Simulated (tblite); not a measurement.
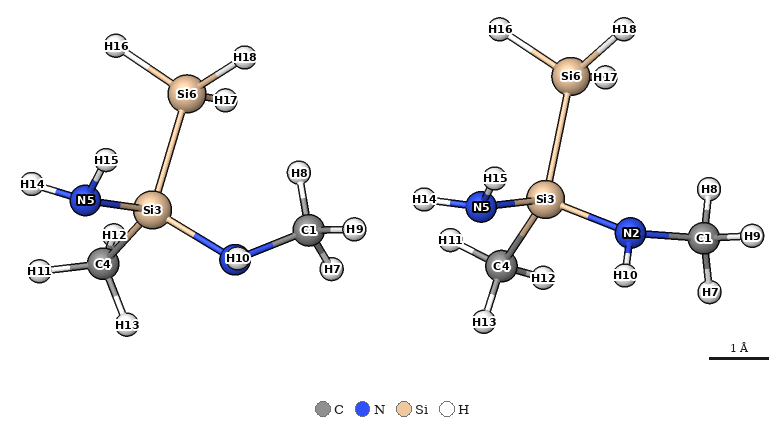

Two geometries of C2H12N2Si2, drawn at one scale. One is the start of a relaxation, the other its converged end. The picture is a ball-and-stick view, seen face on.

Computed with tblite 0.8.0, GFN2-xTB geometry optimisation, gas phase. 

> Which one is relaxed?

The right one is the relaxed one. The largest move after the best rigid fit is that of H12, 1.01 Å. By element the largest moves are H 1.01 Å, N 0.49 Å, Si 0.33 Å, C 0.15 Å. Among the contacts that change: Si3–Si6 2.228 → 2.317 Å, Si3–N5 1.804 → 1.737 Å, N2–H10 1.068 → 1.010 Å, N5–H15 1.054 → 1.007 Å. Among the angles between lasting bonds that change: C1–N2–Si3 114.1° → 123.6°, Si3–N5–H14 108.6° → 117.3°, H16–Si6–H17 112.0° → 105.3°. Groups turn about Si3–C4 by about 55°. Over 142 geometry steps the energy falls by 0.834 eV. The run took 1.7 s on 1 thread of Arm Neoverse N1 (shared host).
